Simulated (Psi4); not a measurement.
**SeO2 (selenium dioxide): a line through the functionals**

SeO2: 3 atoms, total charge 0, spin state singlet. As SMILES, `O=[Se]=O`. The coordinates come from a PBE0-D4/def2-TZVP relaxation.

The electronic atomisation energy y, in eV, basis def2-TZVPP; a is the functional's share of exact exchange. Programs: Psi4 1.11.

| functional | program | a | y (eV) |
| --- | --- | --- | --- |
| BLYP | Psi4 | 0 | 9.50 |
| r2SCAN | Psi4 | 0 | 9.12 |
| TPSSh | Psi4 | 0.1 | ? |
| B3LYP | Psi4 | 0.2 | 8.64 |
| PBE0 | Psi4 | 0.25 | 8.60 |
| BHLYP | Psi4 | 0.5 | 6.95 |

Fit y = c + s·a to the known rows and predict TPSSh.


1. Means of the 5 rows: a = 0.1900, y = 8.562.
2. Σ(Δa)² = 0.172, Σ(Δa·Δy) = -0.7809, so the slope is -0.7809/0.172 = -4.5401.
3. Intercept: 8.562 − (-4.5401) × 0.1900 = 9.425. The largest residual of the fit is 0.31.
4. TPSSh: 9.425 + (-4.5401) × 0.1 = 8.97 eV.

The run gave 8.66 eV, so the prediction is off by +0.31 eV, about the largest residual. The rows mix families of semi-local functionals, which the line can't see.

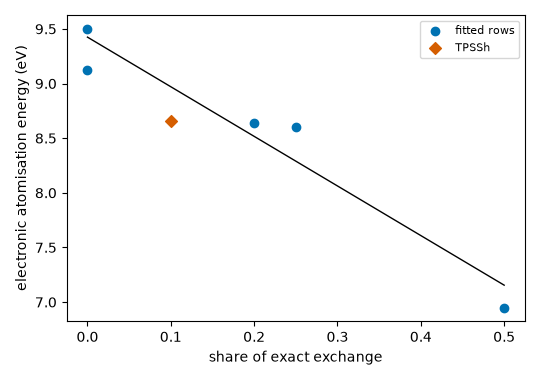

The fitted line, with the withheld row.
